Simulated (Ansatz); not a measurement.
Run report: CH$_{8}$GeO, geometry relaxation (part 2 of 2)

The same run, continued: CH$_{8}$GeO; RKS LDA/def2-mTZVP (Ansatz 0.2.0). It belongs to a series of runs on one base structure; here: end point A relaxed.

Geometry of the input (Å):
```
Ge 0.1830  0.1194  -0.1162
H  0.1119  -0.1309  1.4132
C  2.0390  -0.0051  -0.6803
H  2.4483  -1.0059  -0.4790
H  2.1319  0.1928  -1.7581
H  2.6535  0.7309  -0.1399
H  -0.4101  1.5010  -0.4204
H  -0.6513  -0.9807  -0.8115
O  -2.5250  0.0042  1.1059
H  -2.7352  -0.8321  0.6512
H  -1.7322  -0.2232  1.6569
```

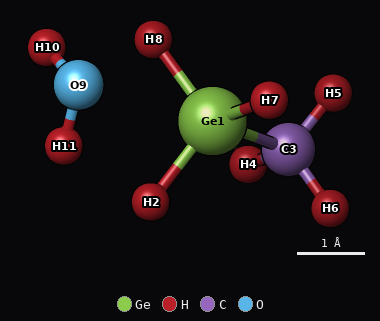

Fig. 1: The geometry at step 10 of the log (ball-and-stick view, seen at a tilt; atoms are numbered from 1 in the order of the input).

### Trajectory as extended XYZ, continued
```
11
Properties=species:S:1:pos:R:3:forces:R:3 step=6 energy=-59620.81706 accepted=F
Ge    0.2359    0.1085   -0.1201   -0.0104  -0.0035   0.0176
H     0.1907   -0.1551    1.4067   -0.0109  -0.0020  -0.0071
C     2.0831    0.0031   -0.7112   -0.0027  -0.0005  -0.0172
H     2.5005   -0.9935   -0.5057    0.0071  -0.0031  -0.0028
H     2.1582    0.1922   -1.7927    0.0003  -0.0029   0.0101
H     2.6991    0.7490   -0.1881    0.0117   0.0089  -0.0003
H    -0.3619    1.4951   -0.4096   -0.0038  -0.0023   0.0016
H    -0.6040   -0.9804   -0.8221   -0.0045   0.0015   0.0052
O    -2.6374    0.0031    1.1163   -0.1494   0.0414  -0.1709
H    -2.7847   -0.8474    0.6593    0.0046   0.0097  -0.0002
H    -1.9658   -0.2042    1.7889    0.1581  -0.0472   0.1641
11
Properties=species:S:1:pos:R:3:forces:R:3 step=7 energy=-59620.81760
Ge    0.2330    0.1097   -0.1183   -0.0018  -0.0032   0.0091
H     0.1853   -0.1506    1.4090   -0.0052  -0.0019  -0.0024
C     2.0806    0.0025   -0.7093   -0.0023  -0.0009  -0.0007
H     2.4976   -0.9947   -0.5050    0.0030   0.0000  -0.0013
H     2.1552    0.1921   -1.7903   -0.0001  -0.0007  -0.0018
H     2.6984    0.7476   -0.1865    0.0025   0.0031  -0.0026
H    -0.3653    1.4954   -0.4108   -0.0022  -0.0012   0.0014
H    -0.6086   -0.9807   -0.8160   -0.0003   0.0016   0.0019
O    -2.6354    0.0024    1.1184   -0.0060  -0.0074  -0.0228
H    -2.7823   -0.8440    0.6538   -0.0022   0.0078  -0.0062
H    -1.9449   -0.2094    1.7766    0.0146   0.0030   0.0255
11
Properties=species:S:1:pos:R:3:forces:R:3 step=8 energy=-59620.81777
Ge    0.2348    0.1024   -0.1115   -0.0233   0.0112   0.0139
H     0.1891   -0.1651    1.4130    0.0121  -0.0049   0.0052
C     2.0800    0.0038   -0.7134    0.0132  -0.0038   0.0122
H     2.5057   -0.9899   -0.5088   -0.0008   0.0068  -0.0004
H     2.1452    0.1893   -1.7954    0.0023   0.0024  -0.0145
H     2.6976    0.7555   -0.1989   -0.0059  -0.0067  -0.0052
H    -0.3651    1.4889   -0.3981    0.0027  -0.0031  -0.0010
H    -0.6052   -0.9848   -0.8155    0.0018  -0.0068  -0.0046
O    -2.6089    0.0153    1.0847    0.1350   0.0013   0.1859
H    -2.7589   -0.8411    0.6420   -0.0021  -0.0444  -0.0255
H    -2.0006   -0.2040    1.8238   -0.1350   0.0481  -0.1660
11
Properties=species:S:1:pos:R:3:forces:R:3 step=9 energy=-59620.81863
Ge    0.2333    0.0930   -0.1050   -0.0049   0.0126   0.0037
H     0.1951   -0.1929    1.4157    0.0067  -0.0034   0.0117
C     2.0769    0.0041   -0.7167   -0.0092  -0.0008  -0.0061
H     2.5065   -0.9894   -0.5207    0.0019  -0.0013   0.0006
H     2.1370    0.1973   -1.7981   -0.0009  -0.0012  -0.0002
H     2.6945    0.7541   -0.2004   -0.0023   0.0003   0.0023
H    -0.3708    1.4813   -0.3731    0.0057  -0.0041  -0.0050
H    -0.6077   -0.9891   -0.8170    0.0048  -0.0023  -0.0052
O    -2.6164    0.0165    1.0628    0.0241   0.0470   0.0528
H    -2.6946   -0.8584    0.6381    0.0008  -0.0461  -0.0193
H    -2.0403   -0.1462    1.8363   -0.0267  -0.0008  -0.0354
11
Properties=species:S:1:pos:R:3:forces:R:3 step=10 energy=-59620.81864
Ge    0.2334    0.0956   -0.0937    0.0165  -0.0275  -0.0373
H     0.2065   -0.1878    1.4282    0.0001   0.0055  -0.0051
C     2.0720    0.0024   -0.7203    0.0190   0.0189   0.0325
H     2.5070   -0.9885   -0.5229   -0.0103  -0.0054   0.0040
H     2.1290    0.1926   -1.8024   -0.0156   0.0048  -0.0006
H     2.6892    0.7551   -0.2072    0.0135   0.0002  -0.0115
H    -0.3682    1.4821   -0.3724   -0.0046   0.0038   0.0075
H    -0.6011   -0.9918   -0.8058   -0.0171  -0.0005   0.0100
O    -2.6092    0.0212    1.0574    0.0037  -0.0078   0.0043
H    -2.6898   -0.8482    0.6196   -0.0039   0.0015  -0.0117
H    -2.0552   -0.1623    1.8411   -0.0013   0.0066   0.0080
11
Properties=species:S:1:pos:R:3:forces:R:3 step=11 energy=-59620.81904
Ge    0.2372    0.0957   -0.0925   -0.0007   0.0026   0.0012
H     0.2120   -0.1813    1.4301    0.0006   0.0002   0.0000
C     2.0748    0.0031   -0.7212   -0.0001  -0.0004   0.0001
H     2.5074   -0.9887   -0.5225    0.0002   0.0003   0.0000
H     2.1244    0.1891   -1.8044   -0.0004  -0.0003   0.0000
H     2.6964    0.7570   -0.2155    0.0003  -0.0002  -0.0010
H    -0.3681    1.4811   -0.3710    0.0004  -0.0011   0.0005
H    -0.6041   -0.9929   -0.7954   -0.0013  -0.0010   0.0012
O    -2.6120    0.0214    1.0605    0.0004  -0.0005  -0.0001
H    -2.6814   -0.8384    0.6023    0.0012   0.0012  -0.0019
H    -2.0729   -0.1758    1.8513   -0.0007  -0.0009   0.0000
11
Properties=species:S:1:pos:R:3:forces:R:3 step=12 energy=-59620.81913
Ge    0.2385    0.0966   -0.0850    0.0041   0.0069   0.0110
H     0.2208   -0.1756    1.4384   -0.0002   0.0002  -0.0023
C     2.0727    0.0022   -0.7236   -0.0033  -0.0031  -0.0063
H     2.5070   -0.9884   -0.5230    0.0004   0.0005  -0.0005
H     2.1155    0.1832   -1.8082    0.0015  -0.0011   0.0026
H     2.6971    0.7587   -0.2254   -0.0028  -0.0003  -0.0001
H    -0.3687    1.4807   -0.3656    0.0001  -0.0008  -0.0017
H    -0.6065   -0.9950   -0.7797    0.0012  -0.0011  -0.0019
O    -2.6096    0.0234    1.0580    0.0055  -0.0457  -0.0099
H    -2.6599   -0.8260    0.5758    0.0072   0.0474   0.0336
H    -2.0931   -0.1897    1.8601   -0.0139  -0.0028  -0.0245
11
Properties=species:S:1:pos:R:3:forces:R:3 step=13 energy=-59620.81919
Ge    0.2404    0.0997   -0.0821   -0.0005   0.0035   0.0086
H     0.2250   -0.1669    1.4422   -0.0008   0.0007  -0.0020
C     2.0731    0.0018   -0.7243   -0.0006  -0.0017  -0.0040
H     2.5073   -0.9883   -0.5205    0.0002   0.0016  -0.0005
H     2.1135    0.1781   -1.8097    0.0017  -0.0008   0.0014
H     2.6990    0.7602   -0.2307   -0.0030  -0.0015  -0.0008
H    -0.3676    1.4824   -0.3677    0.0005  -0.0005  -0.0005
H    -0.6059   -0.9945   -0.7714    0.0014  -0.0009  -0.0014
O    -2.6105    0.0232    1.0625    0.0140  -0.0378   0.0063
H    -2.6694   -0.8167    0.5655    0.0061   0.0343   0.0238
H    -2.0911   -0.2086    1.8578   -0.0191   0.0032  -0.0308
11
Properties=species:S:1:pos:R:3:forces:R:3 step=14 energy=-59620.81926
Ge    0.2407    0.1021   -0.0778    0.0032   0.0032   0.0016
H     0.2273   -0.1604    1.4470    0.0002   0.0002  -0.0026
C     2.0713    0.0007   -0.7252    0.0008   0.0002   0.0003
H     2.5059   -0.9885   -0.5184    0.0000   0.0010  -0.0002
H     2.1090    0.1726   -1.8113   -0.0006  -0.0005   0.0019
H     2.6987    0.7610   -0.2363   -0.0012  -0.0015  -0.0011
H    -0.3675    1.4839   -0.3671   -0.0003  -0.0006   0.0002
H    -0.6063   -0.9941   -0.7635   -0.0023  -0.0014   0.0003
O    -2.6113    0.0223    1.0658    0.0092  -0.0242   0.0021
H    -2.6607   -0.8069    0.5507    0.0031   0.0215   0.0156
H    -2.0936   -0.2224    1.8580   -0.0122   0.0020  -0.0181
```

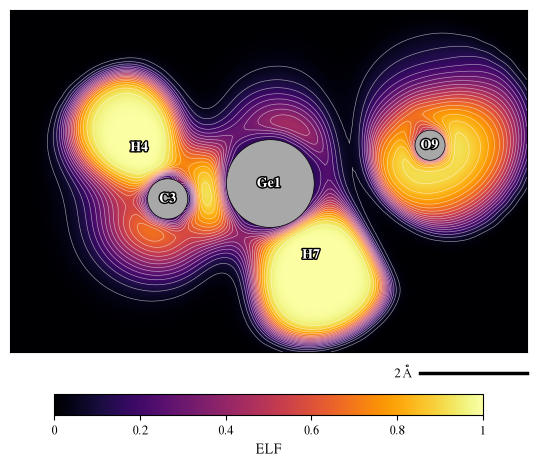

Fig. 2: ELF on the plane of atoms Ge1, C3 and H4. Grey discs, where drawn, cover atomic cores. Ge1···O9 (3.07 Å): the ELF is only about 0.05 between them. C–Ge (1.94 Å): the ELF peaks at about 0.90 in the valence shell of C, 0.7 Å from its nucleus, and is about 0.65 at the midpoint. C–H (1.10 Å): the ELF climbs to about 1 towards the hydrogen, as it does in any bond to H (a covalent bond by its length). Ge–H (1.54 Å): the ELF climbs to about 1 towards the hydrogen.

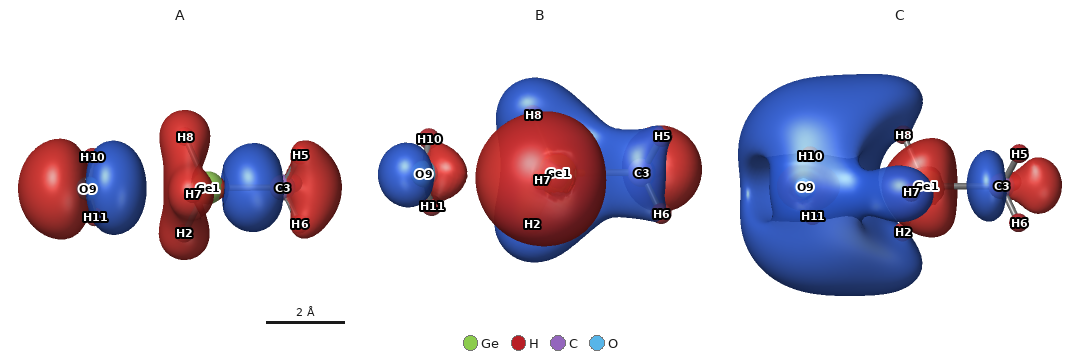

Fig. 3: Three frontier orbitals at ±0.06 Å⁻³ᐟ² (red and blue are the two phases). B is the HOMO−1 (−7.87 eV). Its weight (Hirshfeld) is mainly on Ge1 (35 %), H7 (35 %) and C3 (10 %). A is the HOMO (−6.94 eV). C is the LUMO (−0.57 eV). By Hirshfeld shares it lies mainly on H11 (20 %), H10 (20 %), Ge1 (15 %) and O9 (15 %). The HOMO–LUMO gap is 6.37 eV between the orbital energies.

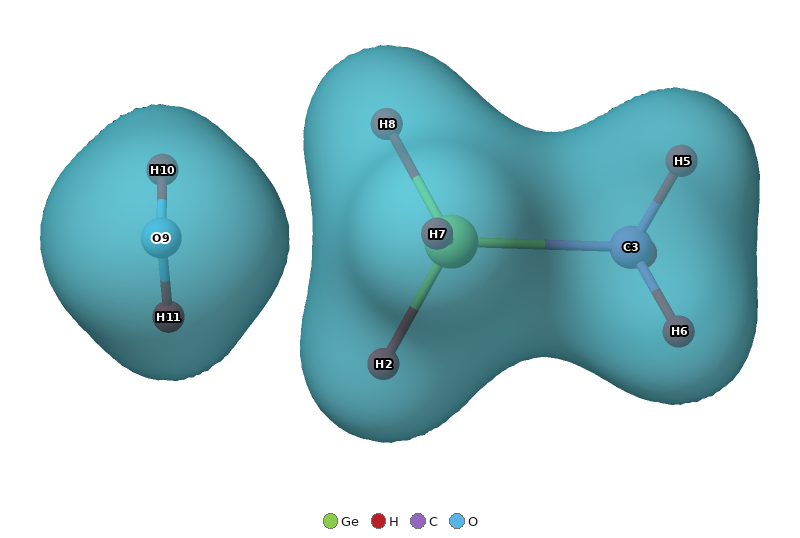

Fig. 4: Isosurface of the total electron density at 0.1 e/Å³ (cyan), seen at a tilt. At this value the surface falls into two separate pieces. It is pinched off along the Ge···O (3.07 Å) contacts. On the grid the lowest density along these lines, outside the cores, is 0.09 e/Å³ (Ge···O, 3.07 Å), 0.85 e/Å³ (C–Ge, 1.94 Å), 2.2 e/Å³ (O–H, 0.98 Å) and 1.7 e/Å³ (C–H, 1.10 Å).

### Results in brief

| quantity | value |
| --- | --- |
| outcome | converged |
| total energy | −59620.8193 eV |
| mean-field energy | −59620.8193 eV |
| largest force (length of the vector) at the end | 0.027 eV/Å |
| wall time | 18 s (CPU time 34 s) |
| peak memory | 0.13 GiB |
